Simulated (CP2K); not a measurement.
**CH4AlBO (SMILES [BH2][AlH][CH]=O) at PM3**

What is the vertical singlet–triplet gap of CH4AlBO at PM3? 

Program for the calculation: CP2K 2026.2.

## (1) The system as given

CH4AlBO: 8 atoms, total charge 0, spin state singlet. SMILES: `[BH2][AlH][CH]=O`. Geometry: a rough force-field guess.

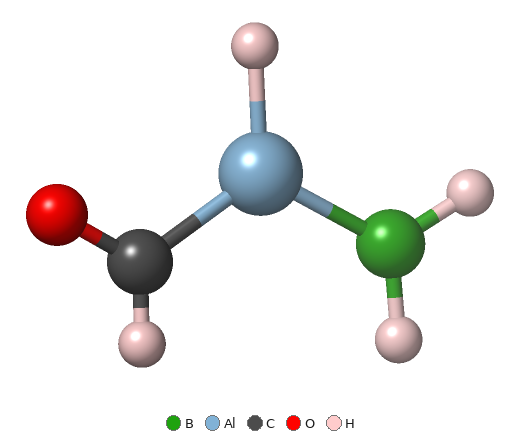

Viewed from a chosen angle; boron green, aluminium light blue, carbon dark grey, oxygen red, hydrogen pink.

## (2) Energy and forces at PM3

The input, molecule.xyz:

```xyz
8

B     -1.306000     1.130600    -0.022400
Al     0.382000     0.211300     0.520400
C      0.940900    -1.386100    -0.469500
O      2.075300    -1.947000    -0.133500
H     -1.991500     0.754800    -0.954900
H     -1.710400     2.153700     0.549400
H      1.279600     0.772100     1.745600
H      0.422300    -1.746700    -1.290800
```

The input, run.inp:

```
&GLOBAL
 PROJECT run
 RUN_TYPE ENERGY_FORCE
 PRINT_LEVEL MEDIUM
&END

&FORCE_EVAL
 METHOD QUICKSTEP
 &DFT
  &QS
   METHOD PM3
   EPS_DEFAULT 1.0E-10
   &SE
    &COULOMB
     CUTOFF [angstrom] 50
     RC_RANGE [angstrom] 0
    &END
    &EXCHANGE
     CUTOFF [angstrom] 50
     RC_RANGE [angstrom] 0
    &END
   &END
  &END
  &POISSON
   PERIODIC NONE
   POISSON_SOLVER ANALYTIC
  &END
  &SCF
   SCF_GUESS ATOMIC
   EPS_SCF 1.0E-06
   MAX_SCF 150
   ADDED_MOS 2
   &DIAGONALIZATION
    ALGORITHM STANDARD
   &END
   &MIXING
    METHOD DIRECT_P_MIXING
    ALPHA 0.4
   &END
  &END
  &PRINT
   &MOMENTS
    PERIODIC F
    REFERENCE COM
    MAX_MOMENT 1
   &END
   &MO ON
    ENERGIES T
    OCCUPATION_NUMBERS T
    NDIGITS 6
    &EACH
     QS_SCF 0
    &END
    ADD_LAST NUMERIC
   &END
   &HIRSHFELD OFF
   &END
  &END
 &END
 &SUBSYS
  &CELL
   ABC 12.1 12.1 11
   PERIODIC NONE
  &END
  &TOPOLOGY
   COORD_FILE_NAME molecule.xyz
   COORD_FILE_FORMAT XYZ
   &CENTER_COORDINATES
   &END
  &END
 &END
 &PRINT
  &FORCES ON
  &END
 &END
&END
```

On the command line:

```console
OMP_NUM_THREADS=1 cp2k.psmp -i run.inp -o run.out
```

The log of the run:

```text
CP2K| version string:                                       CP2K version 2026.2
 CP2K| Input file name                                                   run.inp

 GLOBAL| Basis set file name                                           BASIS_SET
 GLOBAL| Potential file name                                           POTENTIAL
 GLOBAL| Coordinate file name                                       molecule.xyz
 GLOBAL| Method name                                                        CP2K
 GLOBAL| Project name                                                        run
 GLOBAL| Run type                                                   ENERGY_FORCE
 GLOBAL| FFT library                                                       FFTW3
 GLOBAL| Diagonalization library                                       ScaLAPACK
 GLOBAL| Global print level                                               MEDIUM
 GLOBAL| Total number of message passing processes                             1
 GLOBAL| Number of threads for this process                                    1
 GLOBAL| CPU model name                                            AMD EPYC 7B13

[... 168 lines left out ...]
  Step     Update method      Time    Convergence         Total energy    Change
[... 33 lines left out ...]
  *** SCF run converged in    37 steps ***
[... 6 lines left out ...]
  Total energy [eV]:                                         -577.02905987337522
[... 2 lines left out ...]
  Heat of formation [kcal/mol]:                                73.17351463888157
[... 23 lines left out ...]
 SE_DIPOLE| Dipole type                                             non-periodic
 SE_DIPOLE| Moment [a.u.]           0.77504599      -0.48490854       0.15521175
 SE_DIPOLE| Moment [Debye]          1.96997023      -1.23251445       0.39450888
 SE_DIPOLE| Derivative [a.u.]       0.00000000       0.00000000       0.00000000
[... 40 lines left out ...]
 dbcsr_finalize                     666 11.1    0.002    0.002    0.007    0.007
[... 2 lines left out ...]
 -------------------------------------------------------------------------------
```

Wall time 0.95 s (1 thread of AMD EPYC 7B13 (Zen 3), shared host); peak memory 0.19 GiB.

## (3) The triplet at the same level

molecule.xyz is that of step 2.

The input, qs.inp:

```
&GLOBAL
  PROJECT_NAME qs
  RUN_TYPE ENERGY_FORCE
  PRINT_LEVEL MEDIUM
&END GLOBAL
&FORCE_EVAL
  METHOD QS
  &DFT
    MULTIPLICITY 3
    UKS T
    &QS
      METHOD PM3
      EPS_DEFAULT 1.0E-10
      &SE
        &COULOMB
          CUTOFF [angstrom] 50
          RC_RANGE [angstrom] 0
        &END COULOMB
        &EXCHANGE
          CUTOFF [angstrom] 50
          RC_RANGE [angstrom] 0
        &END EXCHANGE
      &END SE
    &END QS
    &POISSON
      PERIODIC NONE
      POISSON_SOLVER ANALYTIC
    &END POISSON
    &SCF
      SCF_GUESS ATOMIC
      EPS_SCF 1.0E-06
      MAX_SCF 100
      ADDED_MOS 4
      &DIAGONALIZATION
        ALGORITHM STANDARD
      &END DIAGONALIZATION
      &MIXING
        METHOD DIRECT_P_MIXING
        ALPHA 0.4
      &END MIXING
    &END SCF
    &PRINT
      &MOMENTS
        PERIODIC F
        REFERENCE COM
        MAX_MOMENT 1
      &END MOMENTS
      &MO ON
        ENERGIES T
        OCCUPATION_NUMBERS T
        NDIGITS 6
        &EACH
          QS_SCF 0
        &END EACH
        ADD_LAST NUMERIC
      &END MO
      &HIRSHFELD OFF
      &END HIRSHFELD
    &END PRINT
  &END DFT
  &SUBSYS
    &CELL
      ABC 12.1 12.1 11
      PERIODIC NONE
    &END CELL
    &TOPOLOGY
      COORD_FILE_NAME molecule.xyz
      COORD_FILE_FORMAT XYZ
      &CENTER_COORDINATES
      &END CENTER_COORDINATES
    &END TOPOLOGY
  &END SUBSYS
  &PRINT
    &FORCES ON
    &END FORCES
  &END PRINT
&END FORCE_EVAL
```

On the command line:

```console
OMP_NUM_THREADS=1 cp2k.psmp qs.inp > qs.out
```

The log of the run:

```text
CP2K| version string:                                       CP2K version 2026.2
 CP2K| Input file name                                                    qs.inp

 GLOBAL| Basis set file name                                           BASIS_SET
 GLOBAL| Potential file name                                           POTENTIAL
 GLOBAL| Coordinate file name                                       molecule.xyz
 GLOBAL| Method name                                                        CP2K
 GLOBAL| Project name                                                         qs
 GLOBAL| Run type                                                   ENERGY_FORCE
 GLOBAL| FFT library                                                       FFTW3
 GLOBAL| Diagonalization library                                       ScaLAPACK
 GLOBAL| Global print level                                               MEDIUM
 GLOBAL| Total number of message passing processes                             1
 GLOBAL| Number of threads for this process                                    1
 GLOBAL| CPU model name                                            AMD EPYC 7B13

[... 176 lines left out ...]
  Step     Update method      Time    Convergence         Total energy    Change
[... 40 lines left out ...]
  *** SCF run converged in    38 steps ***
[... 6 lines left out ...]
  Total energy [eV]:                                         -576.54021173389117
[... 2 lines left out ...]
  Heat of formation [kcal/mol]:                                84.44662143515529
[... 35 lines left out ...]
 SE_DIPOLE| Dipole type                                             non-periodic
 SE_DIPOLE| Moment [a.u.]           2.99460825      -1.87022172       0.68431169
 SE_DIPOLE| Moment [Debye]          7.61153423      -4.75362900       1.73934666
 SE_DIPOLE| Derivative [a.u.]       0.00000000       0.00000000       0.00000000
[... 40 lines left out ...]
 dbcsr_finalize                    1343 11.2    0.004    0.004    0.013    0.013
[... 2 lines left out ...]
 -------------------------------------------------------------------------------
```

It took 0.99 s on 1 thread of AMD EPYC 7B13 (Zen 3), shared host; peak memory 0.19 GiB.

## (4) Outcome

Level: PM3.

```
                                        quantity          value
                           singlet: total energy   -21.20543 Eh
                          singlet: dipole moment         2.36 D
                            singlet: HOMO energy       -9.49 eV
                            singlet: LUMO energy       -2.71 eV
                          singlet: HOMO–LUMO gap        6.78 eV
                      singlet: heat of formation  73.2 kcal/mol
               singlet: largest force on an atom     8.938 eV/Å
                           triplet: total energy   -21.18746 Eh
                          triplet: dipole moment         9.14 D
     triplet: HOMO energy (highest over α and β)       -8.67 eV
      triplet: LUMO energy (lowest over α and β)       -3.62 eV
                      triplet: heat of formation  84.4 kcal/mol
               triplet: largest force on an atom     8.516 eV/Å
vertical energy of the triplet above the singlet       0.489 eV
```

At this shape the triplet lies 0.49 eV (11.3 kcal/mol) above the singlet. The largest force (singlet) is 8.94 eV/Å: the shape isn't a stationary point for this species at this level.
